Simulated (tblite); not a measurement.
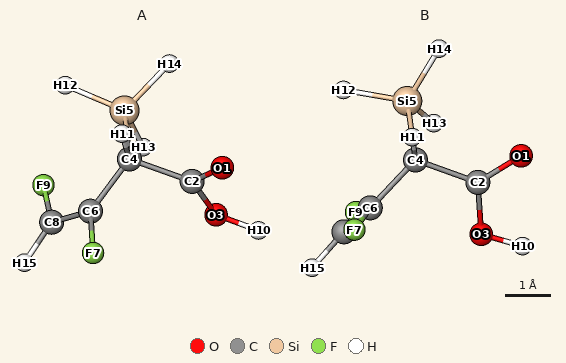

Two geometries of C4H6F2O2Si, drawn at one scale. One is the start of a relaxation, the other its converged end. The picture is a ball-and-stick view, seen at a tilt.

Computed with GFN2-xTB geometry optimisation, gas phase in tblite 0.8.0. 

Question: Which geometry has the lower energy?

Answer: Structure B is the relaxed one. After 124 geometry steps the energy has fallen by 20.8 kcal/mol. The largest moves after the best rigid fit, 0.93 Å, are those of O1 and F9. By element the largest moves are F 0.93 Å, O 0.93 Å, H 0.63 Å, C 0.31 Å, Si 0.23 Å. Near-neighbour distances that change, for instance: Si5–F9 2.548 → 2.904 Å, C4–Si5 1.862 → 1.938 Å, O1–C2 1.278 → 1.202 Å, O3–H10 1.017 → 0.970 Å. Among the angles between lasting bonds that change: C2–O3–H10 125.3° → 110.2°, O3–C2–C4 123.7° → 113.1°, O1–C2–C4 115.2° → 124.2°. Groups turn about C2–C4 by about 35°, C4–C6 by about 35°. Cost: 1.4 s on 1 thread of Arm Neoverse N1, with other jobs on the host.
